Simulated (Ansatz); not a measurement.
# Si2NH5F (SMILES F[SiH2]N[SiH2]) at UB2PLYP/6-31G(d) (spherical functions)

Aim: the electronic atomisation energy of Si2NH5F at UB2PLYP/6-31G* (spherical functions), from 5 runs. 

The calculation is run with Ansatz 0.2.0.

74 further runs of the same task are left out: 74 set aside as unsound or not needed.

## 1. The structure to begin with

The species is Si2NH5F (9 atoms), meant as a doublet with charge 0. SMILES: `F[SiH2]N[SiH2]`. The shape is that of a PBE0-D4/def2-TZVP optimisation. This is one conformer, not always the lowest.

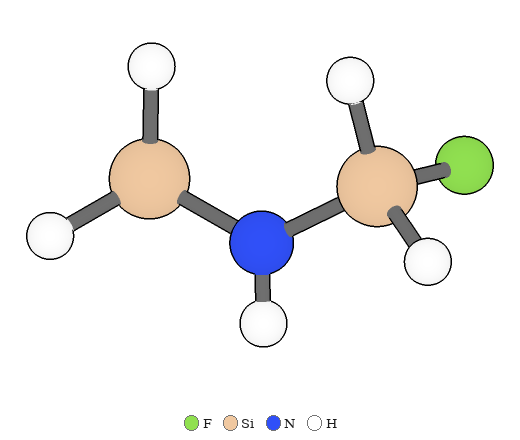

The structure, seen from a chosen angle (fluorine green, silicon light orange, nitrogen blue, hydrogen white).

## 2. The energy at UB2PLYP/6-31G(d) (spherical functions)

in.yaml

```yaml
crystal:
  periodic: [false, false, false]
  atoms:
    - {symbol: F, position_ang: [-1.778200, 1.208900, -1.181800]}
    - {symbol: Si, position_ang: [-0.288000, 1.123600, -0.604900]}
    - {symbol: "N", position_ang: [0.241500, -0.491400, -0.403000]}
    - {symbol: Si, position_ang: [0.023600, -1.533600, 0.967900]}
    - {symbol: H, position_ang: [0.576300, 1.799100, -1.598800]}
    - {symbol: H, position_ang: [-0.302800, 1.779800, 0.718800]}
    - {symbol: H, position_ang: [0.600400, -0.942200, -1.234500]}
    - {symbol: H, position_ang: [-0.246300, -0.650000, 2.136200]}
    - {symbol: H, position_ang: [1.261800, -2.340700, 1.182700]}
basis:
  gaussian: {orbitals: 6-31G_st_-spherical.json}
magnetization: {spin_polarized: true, initial_magnetization: 1}
hamiltonian: {xc: {name: B2PLYP}}
correlation: {frozen_orbitals: {F: 1, H: 0, "N": 1, Si: 5}}
accuracy: high
output: {orbitals: {seedname: orbitals}}
```

The basis set 6-31G* is read from a file made from the Basis Set Exchange's data (not shown).

On the command line:

```console
$ ansatz run in.yaml --threads 1 --pin off --max-ram 3480MiB --events-out events.jsonl --progress --plain --runs-dir runs
```

Standard output:

```text
Warning: RAYON_NUM_THREADS=1 ignored (pool sized by the plan → 1); use --threads N
Functional definition: B2PLYP
  name "B2PLYP"
  parameter a = 0.53
  parameter c = 0.27
  exchange = (1 - a)*b88_x + a*exact_x
  correlation = (1 - c)*lyp_c + c*(mp2_os + mp2_ss)
1686 factors; integrals over basis functions are off by at most 3.6e-9 eV
mean field evaluation 1: about -20024.1478 eV, gradient 3.4e1 eV
mean field evaluation 2: about -20024.2234 eV, gradient 3.4e1 eV
mean field evaluation 4: about -20028.4320 eV, gradient 2.4e0 eV
mean field evaluation 8: about -20028.4687 eV, gradient 2.3e-1 eV
mean field evaluation 16: about -20028.4693 eV, gradient 2.7e-4 eV
mean field -20028.46932726 eV, -736.0326719927 hartree, gradient 9.2e-8 eV, S^2 0.752232; 0 other end points of the search recorded, 0 dependent functions left out
12 core orbitals not correlated: weight in the atoms' cores, before any rotation towards them, 1.000 or more for the frozen orbitals, at most 0.000 for the correlated occupied ones
reference -20028.46935440 eV, -736.0326729900 hartree; 13, 12 occupied and 49, 50 virtual orbitals, 1686 factors
second order -15.97638763 eV of doubles, -0.00000000 eV of singles
Total energy: -20032.78297906 eV, -736.1911957723 hartree
```

It took 15 s on 1 thread of Arm Neoverse V2, shared host; peak memory 0.36 GiB.

## 3. The F atom

molecule.yaml

```yaml
crystal:
  periodic: [false, false, false]
  atoms:
    - {symbol: F, position_ang: [0.000000, 0.000000, 0.000000]}
basis:
  gaussian:
    orbitals: 6-31G_st_-spherical.json
magnetization:
  spin_polarized: true
  initial_magnetization: 1
hamiltonian:
  xc: {name: B2PLYP}
correlation:
  frozen_orbitals: {F: 1}
accuracy: high
```

The basis set 6-31G* is read from a file made from the Basis Set Exchange's data (not shown).

Run the same way, it converges to -99.64373 Eh (log not shown).

## 4. The H atom, same level

in.yaml

```yaml
basis:
  gaussian:
    orbitals: "6-31G*"
crystal:
  periodic: [false, false, false]
  atoms:
    - symbol: H
      position_ang: [0.000000, 0.000000, 0.000000]
accuracy: high
magnetization:
  spin_polarized: true
  initial_magnetization: 1
correlation:
  frozen_orbitals: {H: 0}
hamiltonian:
  xc: {name: B2PLYP}
```

On the command line:

```console
$ ansatz run in.yaml --threads 1 --pin off --max-ram 3480MiB --events-out events.jsonl --progress --plain --runs-dir runs
```

Standard output:

```text
Warning: RAYON_NUM_THREADS=1 ignored (pool sized by the plan → 1); use --threads N
Functional definition: B2PLYP
  name "B2PLYP"
  parameter a = 0.53
  parameter c = 0.27
  exchange = (1 - a)*b88_x + a*exact_x
  correlation = (1 - c)*lyp_c + c*(mp2_os + mp2_ss)
3 factors; integrals over basis functions are off by at most 5.4e-10 eV
mean field evaluation 1: about -13.5158 eV, gradient 8.3e-1 eV
mean field evaluation 2: about -13.5155 eV, gradient 8.2e-1 eV
mean field evaluation 4: about -13.5218 eV, gradient 8.4e-6 eV
mean field evaluation 8: about -13.5218 eV, gradient 8.9e-9 eV
mean field -13.52181500 eV, -0.4969175357 hartree, gradient 4.6e-8 eV, S^2 0.750000; 0 other end points of the search recorded, 0 dependent functions left out
reference -13.52182647 eV, -0.4969179572 hartree; 1, 0 occupied and 1, 2 virtual orbitals, 3 factors
second order 0.00000000 eV of doubles, -0.00000000 eV of singles
Total energy: -13.52182647 eV, -0.4969179572 hartree
```

Wall time 0.1 s (1 thread of Arm Neoverse V2, shared host).

## 5. The N atom, same level

input.yaml

```yaml
crystal:
  periodic: [false, false, false]
  atoms:
    - {symbol: "N", position_ang: [0.000000, 0.000000, 0.000000]}
basis:
  gaussian: {orbitals: 6-31G_st_-spherical.json}
magnetization: {spin_polarized: true, initial_magnetization: 3}
hamiltonian: {xc: {name: B2PLYP}}
correlation: {frozen_orbitals: {"N": 1}}
accuracy: high
```

The basis set 6-31G* is read from a file made from the Basis Set Exchange's data (not shown).

Run the same way, it converges to -54.54240 Eh (log not shown).

## 6. The Si atom, same level

input.yaml

```yaml
basis:
  gaussian: {orbitals: 6-31G_st_-spherical.json}
crystal:
  periodic: [false, false, false]
  atoms:
    - {symbol: Si, position_ang: [0.000000, 0.000000, 0.000000]}
magnetization: {spin_polarized: true, initial_magnetization: 2}
hamiltonian: {xc: {name: B2PLYP}}
correlation: {frozen_orbitals: {Si: 5}}
accuracy: high
```

The basis set 6-31G* is read from a file made from the Basis Set Exchange's data (not shown).

On the command line:

```console
$ ansatz run input.yaml --threads 1 --pin off --max-ram 3480MiB --events-out events.jsonl --progress --plain --runs-dir runs
```

Standard output:

```text
Warning: RAYON_NUM_THREADS=1 ignored (pool sized by the plan → 1); use --threads N
Functional definition: B2PLYP
  name "B2PLYP"
  parameter a = 0.53
  parameter c = 0.27
  exchange = (1 - a)*b88_x + a*exact_x
  correlation = (1 - c)*lyp_c + c*(mp2_os + mp2_ss)
141 factors; integrals over basis functions are off by at most 2.6e-9 eV
mean field evaluation 1: about -7869.8339 eV, gradient 2.3e0 eV
mean field evaluation 2: about -7869.8384 eV, gradient 2.3e0 eV
mean field evaluation 4: about -7869.9012 eV, gradient 4.3e-2 eV
mean field evaluation 8: about -7869.9011 eV, gradient 6.9e-4 eV
mean field evaluation 16: about -7869.9011 eV, gradient 1.3e-8 eV
mean field -7869.90108606 eV, -289.2135305023 hartree, gradient 1.3e-8 eV, S^2 2.003190; 0 other end points of the search recorded, 0 dependent functions left out
5 core orbitals not correlated: weight in the atoms' cores, before any rotation towards them, 1.000 or more for the frozen orbitals, at most 0.000 for the correlated occupied ones
reference -7869.90109953 eV, -289.2135309970 hartree; 3, 1 occupied and 10, 12 virtual orbitals, 141 factors
second order -1.38459771 eV of doubles, -0.00000000 eV of singles
Total energy: -7870.27494091 eV, -289.2272694144 hartree
```

It took 0.63 s on 1 thread of Arm Neoverse V2, shared host.

## 7. Outcome

Level: UB2PLYP/6-31G* (spherical functions), 12 core orbitals frozen.

```
                                                          quantity          value
                                            molecule: total energy  -736.19120 Eh
molecule: HOMO energy (SCF part's orbitals) (highest over α and β)       -6.65 eV
 molecule: LUMO energy (SCF part's orbitals) (lowest over α and β)       -0.83 eV
                                                    molecule: ⟨S²⟩          0.752
                                              F atom: total energy   -99.64373 Eh
                                                      F atom: ⟨S²⟩          0.752
                                              H atom: total energy    -0.49692 Eh
                                                      H atom: ⟨S²⟩          0.750
                                              N atom: total energy   -54.54240 Eh
                                                      N atom: ⟨S²⟩          3.753
                                             Si atom: total energy  -289.22727 Eh
                                                     Si atom: ⟨S²⟩          2.003
                                     electronic atomisation energy      29.006 eV
```

Taking the molecule apart into free atoms costs 29.01 eV (669 kcal/mol), before zero-point energy and without spin-orbit coupling.
